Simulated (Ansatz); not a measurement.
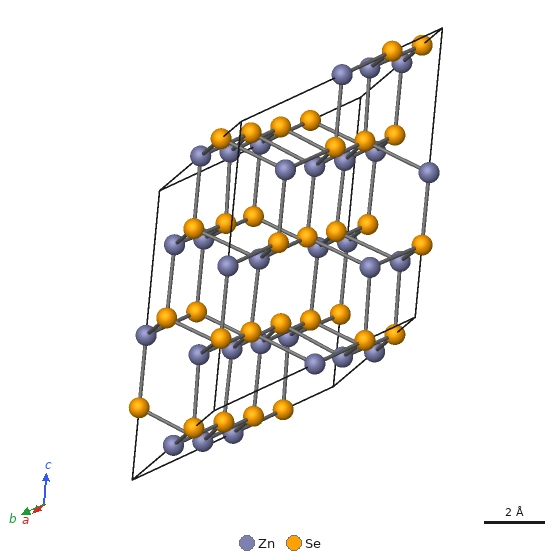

Crystal structure, ball-and-stick style, seen from a general direction. The supercell is outlined; an atom on or near a face, edge or corner is repeated at each equivalent position. The host is ZnSe, in a cell of 32 sites, and the cell carries a charge of -1.

### What kind of defect was put in?

A zinc vacancy. Around the empty site lie four Se at about 2.4 Å.

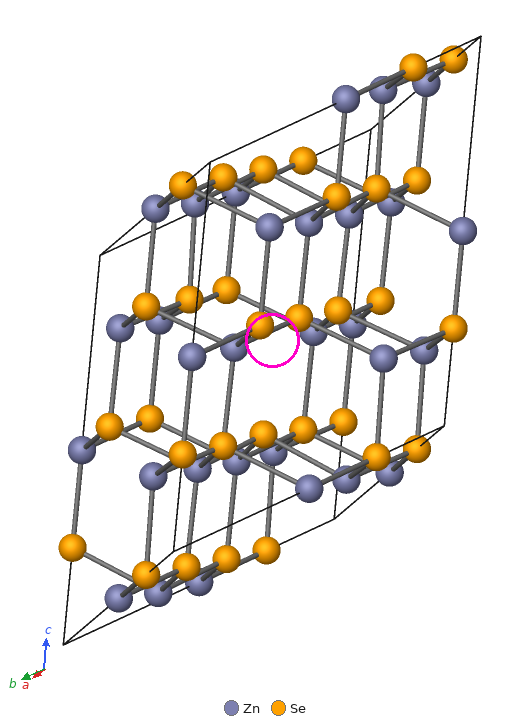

The same cell with a ring at the defect's site.

The atoms were relaxed in the host's cell with Ansatz, DFT r2SCAN, scalar-relativistic, plane waves, PAW.
